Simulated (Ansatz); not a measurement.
**CHNSi (triplet): one geometry, many settings at a displaced geometry (v1)**

Aim: run CHNSi (triplet) at one geometry under a spread of methods and options, and see what each costs and gives.

Program: Ansatz 0.2.0, Gaussian basis. Level of theory: the settings change from run to run. These are calculated values, not measurements.

29 further runs of the same task are left out: 12 that didn't finish, 17 set aside as unsound or not needed.

### Step 1. What is computed

The geometry is a PBE0/def2-TZVP stationary point (not a proven minimum) with its atoms shifted at random (size 0.040 Å).

4 atoms, charge 0, spin multiplicity 3.

Atoms are counted from 1 here; the program's logs count them from 0.

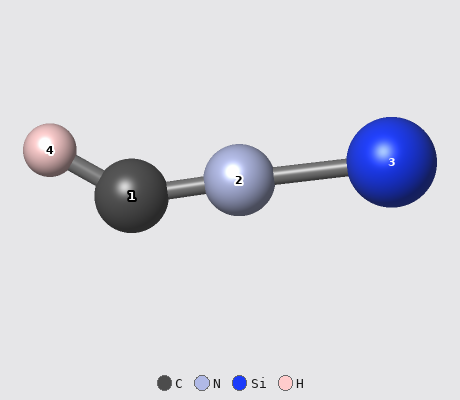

The geometry (carbon dark grey, nitrogen light blue, silicon blue, hydrogen pink); atoms are numbered from 1 in the order of the file.

Coordinates:

```
atom    x (Å)    y (Å)    z (Å)
  C1   0.0023  -0.2056   0.8197
  N2   0.0015  -0.1217  -0.3978
 Si3   0.0495  -0.0457  -2.1172
  H4  -0.0533   0.3730   1.6953
```

### Step 2. CCSD on ROHF/def2-SVP

in.yaml reads:

```yaml
crystal:
  periodic: [false, false, false]
  atoms:
    - {symbol: C, position_ang: [0.002340, -0.205586, 0.819659]}
    - {symbol: N, position_ang: [0.001498, -0.121743, -0.397790]}
    - {symbol: Si, position_ang: [0.049469, -0.045711, -2.117193]}
    - {symbol: H, position_ang: [-0.053306, 0.373040, 1.695325]}
basis:
  gaussian: {orbitals: def2-SVP}
magnetization: {spin_polarized: false, initial_magnetization: 2}
correlation: {method: ccsd, electrons: valence}
scf: {lower_state_search: off}
```

Run with:

```
$ ansatz run in.yaml --threads 1 --pin off --events-out ev --progress --plain --max-ram 2393MiB
```

The log of the run (excerpt; [...] marks lines left out):

```text
Functional definition: HF
  name "HF"
  cite "Fock, Z. Phys. 61, 126 (1930) doi:10.1007/BF01340294"
  parent pbe
[...]
505 factors; integrals over basis functions are off by at most 1.2e-3 eV
[...]
mean field -10382.59802617 eV, -381.5534398842 hartree, gradient 2.5e-6 eV, S^2 2.000000; 0 other end points of the search recorded, 0 dependent functions left out
7 core orbitals not correlated: weight in the atoms' cores, before any rotation towards them, 1.000 or more for the frozen orbitals, at most 0.000 for the correlated occupied ones
reference -10382.59802617 eV, -381.5534398842 hartree; 8, 6 occupied and 36, 38 virtual orbitals, 505 factors
second order -9.25731061 eV of doubles, -0.15563424 eV of singles
cycle   1  -9.57119611 eV  change   -1.5e-1 eV  update   1.2e-1
[...]
cycle  13  -10.28106220 eV  change   -1.3e-5 eV  update   8.7e-6
Total energy: -10392.87908837 eV, -381.9312619513 hartree
Checks for a lower state left out: stability, starts, cluster_reference, orbital_swaps, neighbouring_geometries, increment
```

Wall time 4.4 s (1 thread of Intel Xeon at 2.50GHz, shared host).

From the report: correlation -10.2811 eV; T1 0.065; largest double amplitude 0.09.

### Step 3. HF/cc-pVDZ

in.yaml, as its differences from that of step 2:

```diff
@@ -8,5 +8,5 @@
 basis:
-  gaussian: {orbitals: def2-SVP}
+  gaussian: {orbitals: cc-pVDZ}
 magnetization: {spin_polarized: false, initial_magnetization: 2}
-correlation: {method: ccsd, electrons: valence}
-scf: {lower_state_search: off}
+hamiltonian: {xc: hf}
+output: {orbitals: {seedname: orbitals}}
```

Same command.

The log of the run:

```text
Functional definition: HF
  name "HF"
  cite "Fock, Z. Phys. 61, 126 (1930) doi:10.1007/BF01340294"
  parent pbe
  exchange = exact_x
  correlation = 0
498 factors; integrals over basis functions are off by at most 1.1e-3 eV
mean field evaluation 1: about -10385.1200 eV, gradient 2.2e1 eV
mean field evaluation 2: about -10385.1237 eV, gradient 2.2e1 eV
mean field evaluation 4: about -10386.9060 eV, gradient 3.4e0 eV
mean field evaluation 8: about -10387.2167 eV, gradient 5.5e-1 eV
mean field evaluation 16: about -10280.3482 eV, gradient 1.0e2 eV
mean field evaluation 32: about -10384.3968 eV, gradient 1.2e1 eV
mean field evaluation 64: about -10385.4310 eV, gradient 9.9e0 eV
mean field evaluation 96: about -10372.4287 eV, gradient 1.2e1 eV
mean field -10387.22281709 eV, -381.7233978157 hartree, gradient 2.7e-5 eV, S^2 2.000000; 0 other end points of the search recorded, 0 dependent functions left out
reference -10387.22281709 eV, -381.7233978157 hartree; 15, 13 occupied and 36, 38 virtual orbitals, 498 factors
Total energy: -10387.22281709 eV, -381.7233978157 hartree
```

Run time: 3.8 s. Hardware: 1 thread of Intel Xeon at 2.50GHz, shared host.

### Step 4. HF/6-31G

in.yaml, as its differences from that of step 3:

```diff
@@ -8,4 +8,4 @@
 basis:
-  gaussian: {orbitals: cc-pVDZ}
-magnetization: {spin_polarized: false, initial_magnetization: 2}
+  gaussian: {orbitals: 6-31G}
+magnetization: {spin_polarized: true, initial_magnetization: 2}
 hamiltonian: {xc: hf}
```

Launched as before.

The log of the run:

```text
Functional definition: HF
  name "HF"
  cite "Fock, Z. Phys. 61, 126 (1930) doi:10.1007/BF01340294"
  parent pbe
  exchange = exact_x
  correlation = 0
431 factors; integrals over basis functions are off by at most 2.5e-4 eV
mean field evaluation 1: about -10383.0888 eV, gradient 1.6e1 eV
mean field evaluation 2: about -10383.0979 eV, gradient 1.6e1 eV
mean field evaluation 4: about -10385.2519 eV, gradient 3.5e0 eV
mean field evaluation 8: about -10385.7588 eV, gradient 4.5e-1 eV
mean field evaluation 16: about -10385.7796 eV, gradient 8.3e-5 eV
mean field evaluation 32: about -10382.4261 eV, gradient 1.0e1 eV
mean field evaluation 64: about -10377.3147 eV, gradient 1.2e1 eV
mean field evaluation 96: about -10385.2429 eV, gradient 3.5e0 eV
mean field -10385.77959819 eV, -381.6703604993 hartree, gradient 2.4e-5 eV, S^2 2.343518; 4 other end points of the search recorded, 0 dependent functions left out
reference -10385.77959819 eV, -381.6703604993 hartree; 15, 13 occupied and 18, 20 virtual orbitals, 431 factors
Total energy: -10385.77959819 eV, -381.6703604993 hartree
```

It took 5.5 s on 1 thread of Intel Xeon at 2.50GHz, shared host.

From the report: ⟨S²⟩ of the determinant 2.344 (pure triplet: 2.00).

### Step 5. MP2 on ROHF/6-31G*

in.yaml, as its differences from that of step 4:

```diff
@@ -8,5 +8,5 @@
 basis:
-  gaussian: {orbitals: 6-31G}
-magnetization: {spin_polarized: true, initial_magnetization: 2}
-hamiltonian: {xc: hf}
-output: {orbitals: {seedname: orbitals}}
+  gaussian: {orbitals: "6-31G*"}
+magnetization: {spin_polarized: false, initial_magnetization: 2}
+correlation: {method: mp2, electrons: valence}
+scf: {lower_state_search: full}
```

Same command.

The log of the run (excerpt; [...] marks lines left out):

```text
Functional definition: HF
  name "HF"
  cite "Fock, Z. Phys. 61, 126 (1930) doi:10.1007/BF01340294"
  parent pbe
[...]
479 factors; integrals over basis functions are off by at most 1.1e-3 eV
[...]
mean field -10386.63754792 eV, -381.7018895703 hartree, gradient 1.2e-6 eV, S^2 2.000000; 12 other end points of the search recorded, 0 dependent functions left out
[...]
7 core orbitals not correlated: weight in the atoms' cores, before any rotation towards them, 1.000 or more for the frozen orbitals, at most 0.000 for the correlated occupied ones
reference -10386.63754792 eV, -381.7018895703 hartree; 8, 6 occupied and 36, 38 virtual orbitals, 479 factors
second order -9.16987425 eV of doubles, -0.15059154 eV of singles
Total energy: -10395.95801371 eV, -382.0444103703 hartree
```

Wall time 18 s (1 thread of Intel Xeon at 2.50GHz, shared host).

### Step 6. CCSD(T) on ROHF/6-31G

in.yaml, as its differences from that of step 5:

```diff
@@ -8,5 +8,4 @@
 basis:
-  gaussian: {orbitals: "6-31G*"}
+  gaussian: {orbitals: 6-31G}
 magnetization: {spin_polarized: false, initial_magnetization: 2}
-correlation: {method: mp2, electrons: valence}
-scf: {lower_state_search: full}
+correlation: {method: ccsd_t, electrons: outside_noble_gas}
```

Same command.

The log of the run (excerpt; [...] marks lines left out):

```text
Functional definition: HF
  name "HF"
  cite "Fock, Z. Phys. 61, 126 (1930) doi:10.1007/BF01340294"
  parent pbe
[...]
431 factors; integrals over basis functions are off by at most 2.5e-4 eV
[...]
mean field -10385.19632195 eV, -381.6489254929 hartree, gradient 3.4e-6 eV, S^2 2.000000; 8 other end points of the search recorded, 0 dependent functions left out
[...]
determinant -10385.19632195 eV, -381.6489254929 hartree, with singles and doubles -10392.18589881 eV, -381.9057877046 hartree
determinant -10384.04565647 eV, -381.6066393162 hartree, with singles and doubles -10390.24186717 eV, -381.8343458598 hartree
determinant -10382.62218452 eV, -381.5543276871 hartree, with singles and doubles -10388.98084567 eV, -381.7880041742 hartree
7 core orbitals not correlated: weight in the atoms' cores, before any rotation towards them, 1.000 or more for the frozen orbitals, at most 0.000 for the correlated occupied ones
reference -10385.19632195 eV, -381.6489254929 hartree; 8, 6 occupied and 18, 20 virtual orbitals, 431 factors
second order -6.09268088 eV of doubles, -0.10544602 eV of singles
cycle   1  -6.98638235 eV  change    3.2e-3 eV  update   3.7e-3
[...]
cycle   9  -6.98847435 eV  change    2.0e-6 eV  update   6.4e-6
perturbative correction -0.27736366 eV, -0.0101929265 hartree
Total energy: -10392.46215996 eV, -381.9159401148 hartree
```

Wall time 13 s (1 thread of Intel Xeon at 2.50GHz, shared host).

From the report: correlation -7.2658 eV; T1 0.073; largest double amplitude 0.10.

### Step 7. BCCD(T) on ROHF/cc-pVDZ

in.yaml, as its differences from that of step 6:

```diff
@@ -8,4 +8,4 @@
 basis:
-  gaussian: {orbitals: 6-31G}
+  gaussian: {orbitals: cc-pVDZ}
 magnetization: {spin_polarized: false, initial_magnetization: 2}
-correlation: {method: ccsd_t, electrons: outside_noble_gas}
+correlation: {method: bccd_t, electrons: valence}
```

Same command.

The log of the run (excerpt; [...] marks lines left out):

```text
Functional definition: HF
  name "HF"
  cite "Fock, Z. Phys. 61, 126 (1930) doi:10.1007/BF01340294"
  parent pbe
[...]
498 factors; integrals over basis functions are off by at most 1.1e-3 eV
[...]
mean field -10387.22281709 eV, -381.7233978157 hartree, gradient 1.5e-6 eV, S^2 2.000000; 8 other end points of the search recorded, 0 dependent functions left out
[...]
determinant -10387.22281709 eV, -381.7233978157 hartree, with singles and doubles -10397.60956244 eV, -382.1051036667 hartree
determinant -10386.07487306 eV, -381.6812116506 hartree, with singles and doubles -10395.82751374 eV, -382.0396145851 hartree
determinant -10384.63641447 eV, -381.6283492724 hartree, with singles and doubles -10394.56025928 eV, -381.9930438424 hartree
7 core orbitals not correlated: weight in the atoms' cores, before any rotation towards them, 1.000 or more for the frozen orbitals, at most 0.000 for the correlated occupied ones
reference -10387.22281709 eV, -381.7233978157 hartree; 8, 6 occupied and 36, 38 virtual orbitals, 498 factors
second order -9.36074610 eV of doubles, -0.16417778 eV of singles
cycle   1  -10.36044094 eV  change    2.6e-2 eV  update   4.1e-2
[...]
cycle  14  -10.38407366 eV  change    3.5e-6 eV  update   1.0e-5
perturbative correction -0.50253161 eV, -0.0184676961 hartree
Total energy: -10398.10942236 eV, -382.1234731802 hartree
```

Run time: 24 s. Hardware: 1 thread of Intel Xeon at 2.50GHz, shared host.

From the report: correlation -10.8866 eV; largest double amplitude 0.08.

### Step 8. NEVPT4(SD)(4,4)/6-31G

in.yaml, as its differences from that of step 7:

```diff
@@ -8,4 +8,4 @@
 basis:
-  gaussian: {orbitals: cc-pVDZ}
+  gaussian: {orbitals: 6-31G}
 magnetization: {spin_polarized: false, initial_magnetization: 2}
-correlation: {method: bccd_t, electrons: valence}
+correlation: {method: fic_nevpt4_sd, electrons: outside_noble_gas, active_space: {window: {electrons: 4, orbitals: 4}}}
```

Launched as before.

The log of the run:

```text
Functional definition: HF
  name "HF"
  cite "Fock, Z. Phys. 61, 126 (1930) doi:10.1007/BF01340294"
  parent pbe
  exchange = exact_x
  correlation = 0
431 factors; integrals over basis functions are off by at most 2.5e-4 eV
mean field evaluation 1: about -10383.4981 eV, gradient 2.0e1 eV
mean field evaluation 2: about -10383.5067 eV, gradient 2.0e1 eV
mean field evaluation 4: about -10384.9246 eV, gradient 2.6e0 eV
mean field evaluation 8: about -10385.1945 eV, gradient 4.0e-1 eV
mean field evaluation 16: about -10384.5691 eV, gradient 3.4e0 eV
mean field evaluation 32: about -10383.4948 eV, gradient 1.5e1 eV
mean field -10385.19632195 eV, -381.6489254929 hartree, gradient 3.4e-6 eV, S^2 2.000000; 6 other end points of the search recorded, 0 dependent functions left out
reference -10385.19632195 eV, -381.6489254929 hartree; 15, 13 occupied and 18, 20 virtual orbitals, 431 factors
state -10386.09297521 eV, -381.6818768923 hartree
state -10386.09297521 eV, -381.6818768923 hartree; corrected -10392.03877896 eV, -381.9003811497 hartree
Total energy: -10392.03877896 eV, -381.9003811497 hartree
```

Run time: 5.5 s. Hardware: 1 thread of Intel Xeon at 2.50GHz, shared host.

From the report: 36 determinants; active occupations 1.92, 1.00, 1.00, 0.08.

### Step 9. CCSD on UHF/def2-SVP

in.yaml reads:

```yaml
crystal:
  periodic: [false, false, false]
  atoms:
    - {symbol: C, position_ang: [0.002340, -0.205586, 0.819659]}
    - {symbol: N, position_ang: [0.001498, -0.121743, -0.397790]}
    - {symbol: Si, position_ang: [0.049469, -0.045711, -2.117193]}
    - {symbol: H, position_ang: [-0.053306, 0.373040, 1.695325]}
basis:
  gaussian: {orbitals: def2-SVP}
magnetization: {spin_polarized: true, initial_magnetization: 2}
correlation: {method: ccsd, electrons: outside_noble_gas}
```

Launched as before.

The log of the run (excerpt; [...] marks lines left out):

```text
Functional definition: HF
  name "HF"
  cite "Fock, Z. Phys. 61, 126 (1930) doi:10.1007/BF01340294"
  parent pbe
[...]
505 factors; integrals over basis functions are off by at most 1.2e-3 eV
[...]
mean field -10383.17703099 eV, -381.5747179186 hartree, gradient 2.6e-6 eV, S^2 2.294815; 6 other end points of the search recorded, 0 dependent functions left out
determinant -10383.17703099 eV, -381.5747179186 hartree, with singles and doubles -10392.90670310 eV, -381.9322767739 hartree
determinant -10381.70222900 eV, -381.5205199453 hartree, with singles and doubles -10391.13812633 eV, -381.8672827761 hartree
determinant -10380.35418716 eV, -381.4709803215 hartree, with singles and doubles -10389.85622994 eV, -381.8201739528 hartree
7 core orbitals not correlated: weight in the atoms' cores, before any rotation towards them, 1.000 or more for the frozen orbitals, at most 0.000 for the correlated occupied ones
reference -10383.17703099 eV, -381.5747179186 hartree; 8, 6 occupied and 36, 38 virtual orbitals, 505 factors
second order -8.62178279 eV of doubles, -0.00000000 eV of singles
cycle   1  -9.72967501 eV  change   -2.9e-6 eV  update   3.9e-3
[...]
cycle  10  -9.73607947 eV  change    1.0e-5 eV  update   5.4e-6
Total energy: -10392.91311046 eV, -381.9325122398 hartree
```

It took 19 s on 1 thread of Intel Xeon at 2.50GHz, shared host.

From the report: ⟨S²⟩ of the determinant 2.295 (pure triplet: 2.00); correlation -9.7361 eV; T1 0.046; largest double amplitude 0.09.

### Step 10. CCSDT(Q)/B/STO-3G

in.yaml, as its differences from that of step 9:

```diff
@@ -8,4 +8,5 @@
 basis:
-  gaussian: {orbitals: def2-SVP}
+  gaussian: {orbitals: STO-3G}
 magnetization: {spin_polarized: true, initial_magnetization: 2}
-correlation: {method: ccsd, electrons: outside_noble_gas}
+hamiltonian: {xc: {name: PBE}, pseudopotentials: {relativity: none}}
+correlation: {method: ccsdt_q_b, electrons: valence}
```

The command is unchanged.

The log of the run (excerpt; [...] marks lines left out):

```text
Functional definition: PBE
  name "PBE"
  cite "Perdew, Burke & Ernzerhof, Phys. Rev. Lett. 77, 3865 (1996) doi:10.1103/PhysRevLett.77.3865"
  parent pbe
[...]
344 factors; integrals over basis functions are off by at most 3.6e-8 eV
[...]
mean field -10285.30054083 eV, -377.9778232483 hartree, gradient 6.7e-6 eV, S^2 2.018247; 2 other end points of the search recorded, 0 dependent functions left out
7 core orbitals not correlated: weight in the atoms' cores, before any rotation towards them, 0.999 or more for the frozen orbitals, at most 0.000 for the correlated occupied ones
reference -10262.83797254 eV, -377.1523390894 hartree; 8, 6 occupied and 5, 7 virtual orbitals, 344 factors
second order -4.87726281 eV of doubles, -0.27702153 eV of singles
cycle   1  -5.09628059 eV  change   -1.7e-1 eV  update   9.8e-2
[...]
cycle  17  -5.67494552 eV  change   -3.0e-7 eV  update   7.9e-7
perturbative correction -0.03459935 eV, -0.0012715025 hartree
WARN: these amplitudes may be one of several solutions (largest doubles amplitude 0.15, level shift 1.08 eV)
Total energy: -10268.54751740 eV, -377.3621609931 hartree
```

Wall time 6.5 s (1 thread of Intel Xeon at 2.50GHz, shared host).

From the report: ⟨S²⟩ of the determinant 2.018 (pure triplet: 2.00); correlation -5.7095 eV; T1 0.021; largest double amplitude 0.15. The orbitals are Kohn-Sham ones, so correlation energy and T1 don't compare with those on Hartree-Fock orbitals. The report flags that the cluster equations may have other roots.

### Step 11. The runs in one table

Where basis and cores are those of an earlier UCCSDT(Q)/cc-pVDZ run (-10398.1997 eV), and the state is the same kind, the miss against it is given. † marks a result that the program doubts.

```
                                level         correlated  functions  energy (eV)  from UCCSDT(Q) (meV)   time
                CCSD on ROHF/def2-SVP            valence         51  -10392.8791                        4.4 s
                           HF/cc-pVDZ                            51  -10387.2228               10976.9  3.8 s
                             HF/6-31G                            33  -10385.7796                        5.5 s
                   MP2 on ROHF/6-31G*            valence         51  -10395.9580                         18 s
                CCSD(T) on ROHF/6-31G  outside noble gas         33  -10392.4622                         13 s
              BCCD(T) on ROHF/cc-pVDZ            valence         51  -10398.1094                  90.3   24 s
                NEVPT4(SD)(4,4)/6-31G  outside noble gas         33  -10392.0388                        5.5 s
                 CCSD on UHF/def2-SVP  outside noble gas         51  -10392.9131                         19 s
CCSDT(Q)/B/STO-3G (on PBE orbitals) †            valence         20  -10268.5475                        6.5 s
```

### Step 12. What came out

```
quantity                          value
    runs                              9
quickest              HF/cc-pVDZ, 3.8 s
 slowest  BCCD(T) on ROHF/cc-pVDZ, 24 s
```

Total energies in different bases, with other cores or another treatment of relativity can't be set against each other. BCCD(T) on ROHF/cc-pVDZ took 6 times as long as HF/cc-pVDZ; the jobs differ in more than the method. Hartree-Fock, CASSCF and CASCI lack dynamic correlation by design.
